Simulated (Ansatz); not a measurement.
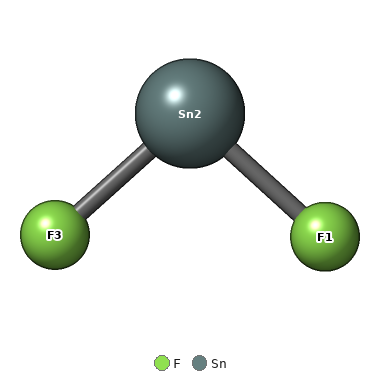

The system is F₂Sn, SMILES [F][Sn][F]; the picture shows the reference structure. 
- The first coordinate is: angle F1–Sn2–F3 (carried through 180); the second: change of the bonds Sn2–F1, Sn2–F3, all alike.
- Nothing is relaxed (all other coordinates rigid).
- Grid: 15 × 15 points; 120 points were computed and 105 follow by symmetry.
- Points are written as (first, second).
- All energies are given in kJ/mol relative to the lowest grid point.
- The restricted reference is unstable at some or all points, so the energies there are unreliable.
- Level of theory: RHF-MP2, frozen core/def2-TZVP (Ansatz).

Its coordinates:

```yaml
atoms:
  - { symbol: F, position_ang: [-1.2980, 0.2965, -0.6863] }
  - { symbol: Sn, position_ang: [0.3260, 0.7267, 0.2606] }
  - { symbol: F, position_ang: [0.9611, -1.0879, 0.4125] }
```

The input of one point:

```yaml
crystal:
  periodic: [false, false, false]
  atoms:
    - { symbol: F, position_ang: [-0.255334, 2.541434, 0.138542] }
    - { symbol: Sn, position_ang: [0.32598, 0.726654, 0.260624] }
    - { symbol: F, position_ang: [1.91921, 1.208798, 1.196255] }
basis:
  gaussian: { orbitals: def2-TZVP }
hamiltonian:
  xc: hf
output:
  forces: true
correlation:
  method: mp2
```

Range: angle F1–Sn2–F3 (carried through 180) from 78.1 to 281.9°; change of the bonds Sn2–F1, Sn2–F3, all alike from −0.212 to 0.328 Å.

What landscape does the calculation give?

Answer. The lowest grid point is at (92.6°, −0.019 Å); the map holds 2 wells of about this depth. It is the only kind of minimum in the scanned range. The highest grid point, (180.0°, −0.212 Å), lies 400 kJ/mol above the lowest.

```
second ↓, first →  78.1  92.6  107.2  121.8  136.3  150.9  165.4  180.0  194.6  209.1  223.7  238.2  252.8  267.4  281.9
            0.328   169   146    143    153    171    191    207    213    207    191    171    153    143    146    169
            0.289   143   120    118    129    149    171    187    194    187    171    149    129    118    120    143
            0.251   119    95     94    108    129    152    170    177    170    152    129    108     94     95    119
            0.212    96    72     72     87    110    136    155    163    155    136    110     87     72     72     96
            0.174    75    51     52     69     95    122    144    152    144    122     95     69     52     51     75
            0.135    57    33     35     54     82    112    135    144    135    112     82     54     35     33     57
            0.096    42    17     21     42     72    105    131    140    131    105     72     42     21     17     42
            0.058    32     6     11     34     68    103    131    142    131    103     68     34     11      6     32
            0.019    27     0      6     32     68    107    138    149    138    107     68     32      6      0     27
           −0.019    27     0      7     35     75    118    151    164    151    118     75     35      7      0     27
           −0.058    36     7     16     46     90    136    173    187    173    136     90     46     16      7     36
           −0.096    54    23     33     66    113    164    204    220    204    164    113     66     33     23     54
           −0.135    83    51     61     97    148    204    248    265    248    204    148     97     61     51     83
           −0.174   127    91    103    142    197    258    307    325    307    258    197    142    103     91    127
           −0.212   185   147    159    201    260    326    380    400    380    326    260    201    159    147    185
```

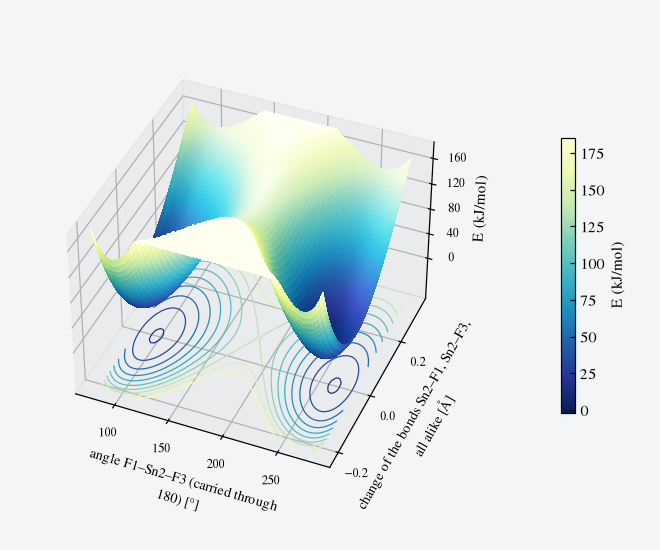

Drawn: a relief with its contours projected below, any walls above the top of the colour scale cut off. Between grid points the surface is interpolated.

Time for the 120 points that were run: 9.2 min on 1 thread of Arm Neoverse V2, with other jobs on the host.
